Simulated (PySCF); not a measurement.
## Excited-state calculation of C₃H₁₁NSi

System: C₃H₁₁NSi (SiH3(NHiPr)), SMILES [H][Si]([H])([H])NC(C)C.
Method: TDDFT wB97X-D/def2-SVPD, vertical, gas phase, core orbitals frozen in the response (PySCF 2.14.0).

The geometry comes from this level: PBE0-D3(BJ)/def2-SVP. It belongs to a series of runs on one base structure; here: one ligand: Cl to NHiPr.

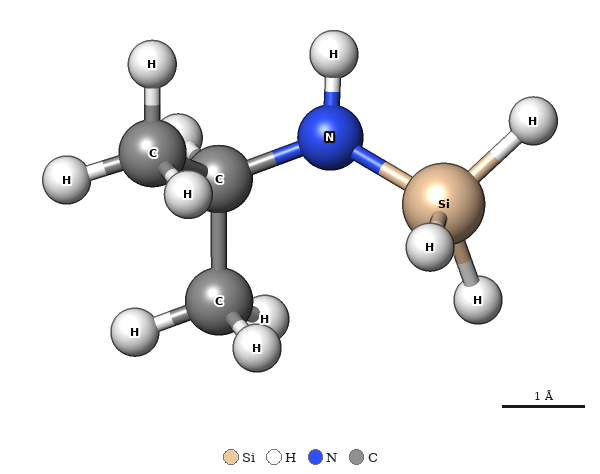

Figure 1. The structure (ball-and-stick view, seen at a tilt). Bond lengths as drawn: C–C 1.52 to 1.53 Å, C–H 1.10 to 1.11 Å, C–N 1.46 Å, H–N 1.01 Å, H–Si 1.49 to 1.50 Å and N–Si 1.73 Å.

## The input
```
{"job": {"kind": "uv", "xc": "wB97X-D", "basis": "def2-SVPD", "ip": false, "nstates": 10}, "charge": 0, "multiplicity": 1}
Si    -0.219764     1.933630     0.757991
H      1.060881     1.793761     1.533152
H      0.103744     2.765477    -0.441881
H     -1.202825     2.663015     1.614393
N     -0.997661     0.443768     0.329758
C     -0.403584    -0.687279    -0.366754
C      0.258049    -1.674221     0.592987
C      0.574257    -0.204240    -1.427327
H     -1.770210     0.175859     0.929817
H     -1.218017    -1.221173    -0.892303
H      1.098963    -1.195226     1.120492
H      0.643802    -2.558685     0.061355
H     -0.458993    -2.023612     1.352351
H      1.429148     0.323996    -0.970166
H      0.982879    -1.052682    -1.995133
H      0.084972     0.483671    -2.132312
```

The first line tells a small driver script what to run in PySCF; the rest is the geometry in Å.

Machine: 1 CPU thread, shared host.

Launch command:
```bash
OMP_NUM_THREADS=1 python <driver script> task.json out
```

## What the program printed
```
coarse grid: 12768 points
cycle   1  E = -464.8366061853  dE =  2.306e-01  |g| = 3.579e-01  |ddm| = 4.878e+00
cycle   2  E = -464.8476975330  dE = -1.109e-02  |g| = 3.208e-01  |ddm| = 1.069e+00
cycle   3  E = -464.8694234112  dE = -2.173e-02  |g| = 4.416e-02  |ddm| = 4.484e-01
cycle   4  E = -464.8698730189  dE = -4.496e-04  |g| = 1.888e-02  |ddm| = 1.184e-01
cycle   5  E = -464.8699646155  dE = -9.160e-05  |g| = 2.423e-03  |ddm| = 4.350e-02
cycle   6  E = -464.8699669985  dE = -2.383e-06  |g| = 6.075e-04  |ddm| = 1.884e-02
final grid: 115640 points
cycle   7  E = -464.9318385111  dE = -1.055e-04  |g| = 4.639e-03  |ddm| = 1.251e-01
cycle   8  E = -464.9318405148  dE = -2.004e-06  |g| = 4.070e-03  |ddm| = 1.718e-02
cycle   9  E = -464.9318438691  dE = -3.354e-06  |g| = 6.713e-04  |ddm| = 6.069e-03
cycle  10  E = -464.9318439926  dE = -1.235e-07  |g| = 1.568e-04  |ddm| = 1.936e-03
cycle  11  E = -464.9318440009  dE = -8.256e-09  |g| = 4.111e-05  |ddm| = 6.338e-04
cycle  12  E = -464.9318440015  dE = -6.768e-10  |g| = 1.471e-05  |ddm| = 2.056e-04
```

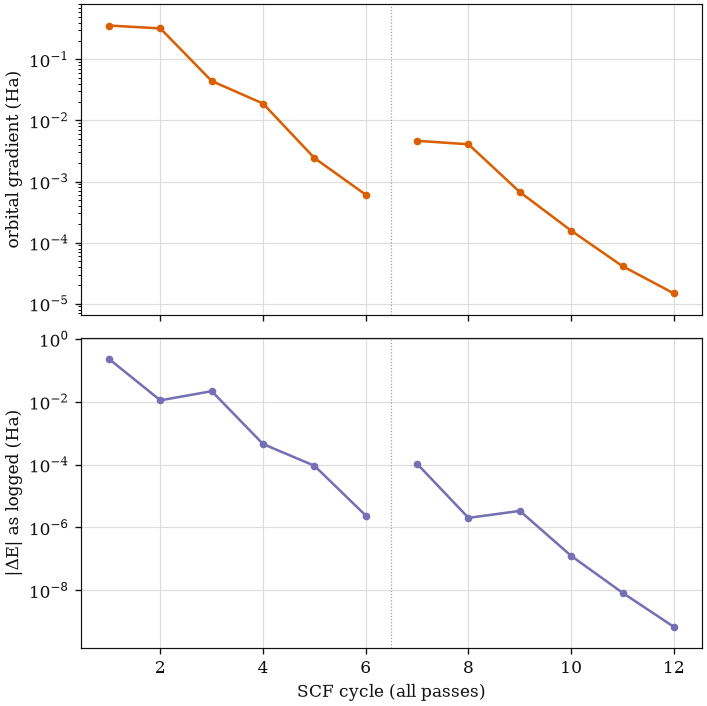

Figure 2. Convergence of the self-consistent field: orbital gradient and size of the energy change against the SCF cycle. The dotted line marks the change from a coarse to the final integration grid. The first 6 cycles use a coarse grid, the final grid takes over at cycle 7, and the field converges after 12 cycles in all.

```
converged SCF energy = -464.9318440015

Static polarisability (au): isotropic 73.671, principal 67.168 71.710 82.136

Singlet excitations
state   eV       nm        f      main configurations
  1   6.1529    201.5   0.00837   H->L 0.79, H->L+1 0.10
  2   7.1141    174.3   0.00598   H->L+1 0.48, H->L+2 0.14, H->L+4 0.13
  3   7.1899    172.4   0.01935   H->L+2 0.35, H->L+1 0.26, H->L+4 0.19
  4   7.4893    165.5   0.00769   H->L+3 0.52, H->L+5 0.20, H->L+4 0.10
  5   7.6682    161.7   0.04354   H->L+6 0.71, H->L+2 0.11, H->L+3 0.08
  6   7.9753    155.5   0.00718   H->L+5 0.51, H->L+2 0.21
  7   8.0833    153.4   0.00963   H->L+4 0.38, H->L+3 0.17, H->L+6 0.17
  8   8.7019    142.5   0.01327   H->L+7 0.50, H->L+9 0.19
  9   8.8018    140.9   0.02712   H-1->L 0.42, H-2->L 0.14, H-2->L+2 0.11
 10   9.0765    136.6   0.04388   H->L+9 0.26, H-2->L 0.14, H->L+8 0.10

Triplet excitations (Tamm-Dancoff, eV): 5.9498 6.9501 7.0204 7.3055
```

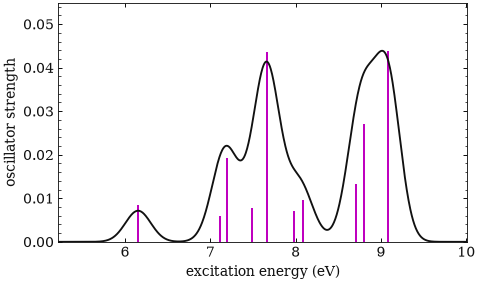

Figure 3. Computed excitations as sticks (degenerate states added up, dark ones marked on the axis), with a Gaussian envelope of 0.35 eV full width at half maximum, scaled to the tallest. Of the 10 states the lowest lies at 6.15 eV (f = 0.008); the strongest line is at 9.08 eV, or 137 nm (f = 0.044).

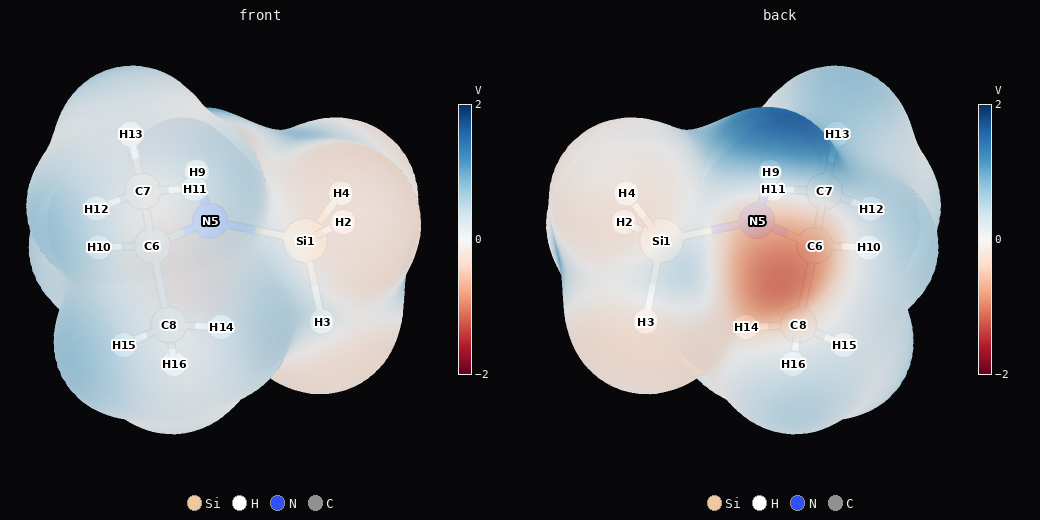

Figure 4. The electrostatic potential painted on the density surface at 0.002 e/bohr³, seen at a tilt and from behind; red is negative and blue positive.

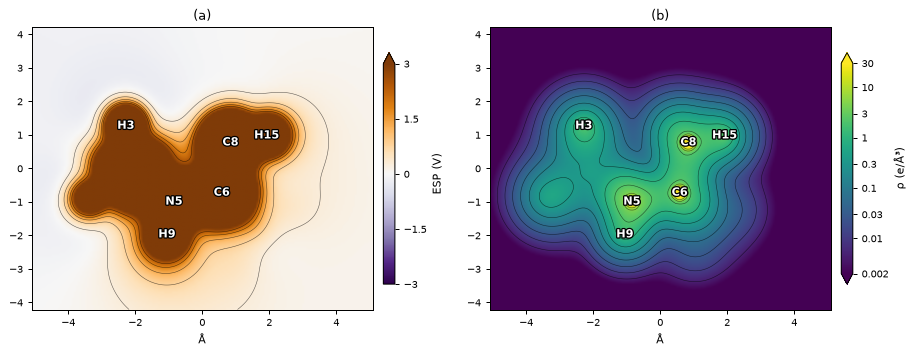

Figure 5. (a) electrostatic potential; (b) electron density on the plane of atoms C6, C8 and H15. Atoms in the plane: H, N and C. C–N (1.46 Å): ρ is about 1.9 e/Å³ halfway. N–H (1.01 Å): ρ at the midpoint is about 2.8 e/Å³, with its minimum of 2.2 e/Å³ about 0.8 Å from N. C–H (1.10 Å): ρ at the midpoint is about 1.9 e/Å³. The potential has no marked negative region in this plane.

## Key numbers

```tsv
quantity	value
outcome	converged
total energy	−464.931844 hartree
HOMO	−8.59 eV
LUMO	2.06 eV
dipole moment	1.33 D
mean polarisability	73.67 a.u.
lowest singlet excitation	6.15 eV
wall time	33 s
peak memory	0.89 GiB
```
